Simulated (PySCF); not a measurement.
# What a change does: NMR shielding calculation on C11H12

System: C11H12.
Method of run A: GIAO PBE0/pcSseg-1 NMR shielding, non-relativistic, gas phase (PySCF 2.14.0).

The geometry comes from this level: PBE0-D3(BJ)/def2-SVP. Text and figures count atoms from 1; the logs count them from 0 in places.

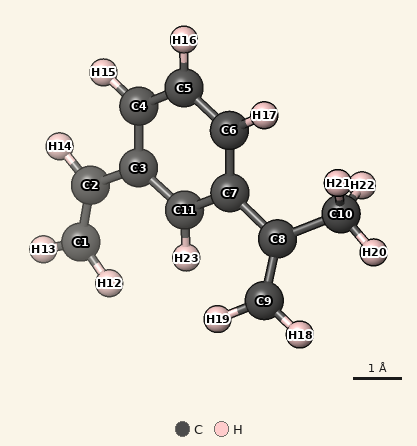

Figure 1. The input geometry (ball-and-stick view, seen at a tilt; atoms are numbered from 1 in the order of the input).

Input, run A:
```
{"job": {"kind": "nmr", "xc": "PBE0", "basis": "pcSseg-1"}, "charge": 0, "multiplicity": 1}
C      3.200902     1.247990    -1.348571
C      2.953740     0.050842    -0.804070
C      1.687548    -0.423224    -0.229822
C      1.645639    -1.691430     0.368227
C      0.460830    -2.178924     0.910079
C     -0.699338    -1.412109     0.868137
C     -0.688697    -0.130959     0.291143
C     -1.916746     0.703178     0.257995
C     -1.850395     2.042563     0.307039
C     -3.237742    -0.006834     0.176749
C      0.509051     0.333848    -0.263304
H      2.442150     2.031925    -1.419552
H      4.189687     1.487054    -1.746535
H      3.772366    -0.677133    -0.764031
H      2.553771    -2.299934     0.398076
H      0.439601    -3.169522     1.370804
H     -1.619086    -1.808907     1.301658
H     -2.755017     2.654342     0.261820
H     -0.898991     2.568880     0.414537
H     -4.064373     0.707996     0.066538
H     -3.432935    -0.601203     1.084407
H     -3.261552    -0.707446    -0.673251
H      0.510453     1.305757    -0.759802
```

The first line tells a small driver script what to run in PySCF; the rest is the geometry in Å.

Launched with:
```bash
OMP_NUM_THREADS=2 python <driver script> task.json out
```

Hardware: 2 CPU threads, shared host.

Output (run A):
```
coarse grid: 19392 points
cycle   1  E = -425.6634071404  dE =  1.583e+00  |g| = 4.397e-01  |ddm| = 4.762e+00
cycle   2  E = -425.6721810452  dE = -8.774e-03  |g| = 4.216e-01  |ddm| = 1.144e+00
cycle   3  E = -425.7192841651  dE = -4.710e-02  |g| = 3.781e-02  |ddm| = 4.706e-01
cycle   4  E = -425.7191965780  dE =  8.759e-05  |g| = 4.188e-02  |ddm| = 7.726e-02
cycle   5  E = -425.7196623317  dE = -4.658e-04  |g| = 4.787e-03  |ddm| = 4.589e-02
cycle   6  E = -425.7196669701  dE = -4.638e-06  |g| = 2.082e-03  |ddm| = 6.853e-03
final grid: 187752 points
cycle   7  E = -425.7862948117  dE = -5.505e-05  |g| = 9.581e-03  |ddm| = 7.410e-02
cycle   8  E = -425.7862839459  dE =  1.087e-05  |g| = 1.141e-02  |ddm| = 2.541e-02
cycle   9  E = -425.7863180321  dE = -3.409e-05  |g| = 3.004e-03  |ddm| = 1.530e-02
cycle  10  E = -425.7863205134  dE = -2.481e-06  |g| = 2.555e-04  |ddm| = 3.232e-03
cycle  11  E = -425.7863205256  dE = -1.226e-08  |g| = 1.209e-04  |ddm| = 3.631e-04
cycle  12  E = -425.7863205291  dE = -3.467e-09  |g| = 4.067e-05  |ddm| = 1.315e-04
cycle  13  E = -425.7863205295  dE = -3.964e-10  |g| = 1.147e-05  |ddm| = 4.529e-05
converged SCF energy = -425.7863205295

GIAO shielding tensors (ppm)
atom      isotropic    diamagn.    paramagn.     s11        s22        s33       span
  0 C       65.413     257.097    -191.684    -46.192     73.537    168.896    215.088
  1 C       39.485     249.386    -209.901    -74.701     54.201    138.953    213.655
  2 C       43.680     259.097    -215.418    -52.014     10.129    172.924    224.938
  3 C       49.309     252.950    -203.641    -49.223     38.765    158.384    207.607
  4 C       50.713     255.107    -204.395    -59.824     39.714    172.248    232.071
  5 C       54.213     253.630    -199.417    -47.484     37.814    172.309    219.793
  6 C       37.794     259.843    -222.049    -54.409      1.215    166.576    220.985
  7 C       31.454     259.504    -228.049    -89.005     31.089    152.279    241.284
  8 C       63.733     255.923    -192.190    -33.428     77.974    146.651    180.078
  9 C      160.662     245.837     -85.174    144.913    154.801    182.273     37.360
 10 C       59.039     256.320    -197.281    -38.149     44.802    170.463    208.612
 11 H       25.005      33.888      -8.883     22.303     23.582     29.130      6.827
 12 H       25.709      25.984      -0.275     23.934     24.164     29.027      5.093
 13 H       24.618      29.505      -4.888     21.864     23.448     28.542      6.678
 14 H       24.195      32.440      -8.245     20.857     24.158     27.571      6.714
 15 H       23.881      30.085      -6.204     20.432     24.500     26.711      6.278
 16 H       24.003      34.069     -10.066     19.557     23.144     29.308      9.751
 17 H       25.851      29.914      -4.063     23.831     24.110     29.612      5.781
 18 H       25.582      34.128      -8.546     21.788     24.591     30.368      8.580
 19 H       29.208      27.486       1.722     24.833     28.378     34.412      9.579
 20 H       28.725      28.622       0.103     23.806     28.252     34.118     10.312
 21 H       29.352      29.275       0.077     25.887     27.929     34.239      8.352
 22 H       23.169      37.901     -14.731     18.095     21.970     29.443     11.348
```

Run B used a changed input.

The two runs side by side:

```tsv
quantity	run A	run B
outcome	converged	converged
total energy (hartree)	−425.786321	−426.058883
HOMO (eV)	−6.53	−7.65
LUMO (eV)	−1.13	−0.04
dipole moment (D)	0.49	0.48
shielding of C3 (ppm)	43.7	37.5
shielding of C4 (ppm)	49.3	43.9
shielding of C5 (ppm)	50.7	45.2
shielding of C6 (ppm)	54.2	48.8
shielding of C7 (ppm)	37.8	31.5
shielding of C8 (ppm)	31.5	25.7
shielding of C11 (ppm)	59.0	53.5
SCF iterations	13	12
basis functions	247	247
wall time (shared host)	22 s	28 s
```

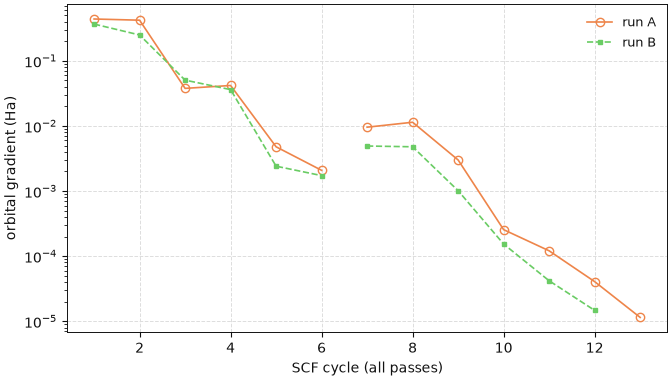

Figure 2. Convergence of the two runs: orbital gradient against the SCF cycle. A break in a curve parts two SCF passes (coarse and final grid). Run A takes 13 cycles in all, and run B takes 12.

What was changed in the input?

The change (lines with − go, lines with + come):
```diff
-"xc": "PBE0"
+"xc": "CAM-B3LYP"
+"pop": false
```

The total energies belong to different methods, so their difference says nothing on which is more stable or more accurate. The HOMO goes from −6.53 to −7.65 eV. The LUMO goes from −1.13 to −0.04 eV. Of all shieldings, the largest change is that of C7, by −6.3 ppm. The functional changes from PBE0 to CAM-B3LYP. The SCF takes 12 iterations against 13.

Output (run B):
```
coarse grid: 19392 points
cycle   1  E = -425.9216096981  dE =  1.933e+00  |g| = 3.675e-01  |ddm| = 4.747e+00
cycle   2  E = -425.9486838437  dE = -2.707e-02  |g| = 2.500e-01  |ddm| = 9.534e-01
cycle   3  E = -425.9636783860  dE = -1.499e-02  |g| = 5.061e-02  |ddm| = 2.428e-01
cycle   4  E = -425.9640506677  dE = -3.723e-04  |g| = 3.619e-02  |ddm| = 8.716e-02
cycle   5  E = -425.9643809388  dE = -3.303e-04  |g| = 2.412e-03  |ddm| = 4.048e-02
cycle   6  E = -425.9643822441  dE = -1.305e-06  |g| = 1.728e-03  |ddm| = 4.736e-03
final grid: 187752 points
cycle   7  E = -426.0588766920  dE = -4.050e-05  |g| = 4.921e-03  |ddm| = 4.285e-02
cycle   8  E = -426.0588771856  dE = -4.937e-07  |g| = 4.791e-03  |ddm| = 1.163e-02
cycle   9  E = -426.0588829635  dE = -5.778e-06  |g| = 1.013e-03  |ddm| = 5.401e-03
cycle  10  E = -426.0588832247  dE = -2.612e-07  |g| = 1.536e-04  |ddm| = 1.075e-03
cycle  11  E = -426.0588832311  dE = -6.341e-09  |g| = 4.190e-05  |ddm| = 2.740e-04
cycle  12  E = -426.0588832315  dE = -4.179e-10  |g| = 1.471e-05  |ddm| = 5.612e-05
converged SCF energy = -426.0588832315

GIAO shielding tensors (ppm)
atom      isotropic    diamagn.    paramagn.     s11        s22        s33       span
  0 C       61.423     256.490    -195.067    -55.613     72.699    167.183    222.797
  1 C       34.228     248.778    -214.549    -85.810     51.456    137.039    222.849
  2 C       37.456     259.607    -222.151    -64.769      5.651    171.486    236.255
  3 C       43.867     253.185    -209.318    -59.605     35.006    156.200    215.805
  4 C       45.215     255.154    -209.939    -70.681     35.637    170.690    241.372
  5 C       48.792     253.990    -205.198    -57.946     33.773    170.548    228.494
  6 C       31.521     260.788    -229.267    -66.690     -4.013    165.267    231.957
  7 C       25.726     259.285    -233.560   -101.638     27.708    151.107    252.745
  8 C       60.038     255.458    -195.420    -42.288     77.883    144.518    186.806
  9 C      158.978     244.689     -85.711    142.205    153.874    180.856     38.652
 10 C       53.533     257.105    -203.572    -48.136     40.828    167.907    216.042
 11 H       25.097      34.304      -9.207     22.355     23.668     29.267      6.912
 12 H       25.816      25.728       0.089     24.002     24.222     29.225      5.223
 13 H       24.721      29.319      -4.598     21.942     23.424     28.797      6.855
 14 H       24.284      32.309      -8.025     20.945     24.153     27.755      6.811
 15 H       23.979      30.015      -6.035     20.539     24.502     26.897      6.358
 16 H       24.094      34.146     -10.052     19.655     23.152     29.473      9.818
 17 H       25.954      29.727      -3.773     23.898     24.182     29.782      5.884
 18 H       25.695      34.495      -8.800     21.865     24.706     30.515      8.650
 19 H       29.287      27.284       2.003     24.893     28.541     34.429      9.536
 20 H       28.823      28.634       0.189     23.945     28.412     34.113     10.169
 21 H       29.451      29.420       0.031     26.037     28.083     34.233      8.195
 22 H       23.232      38.373     -15.141     18.140     21.947     29.609     11.468
```
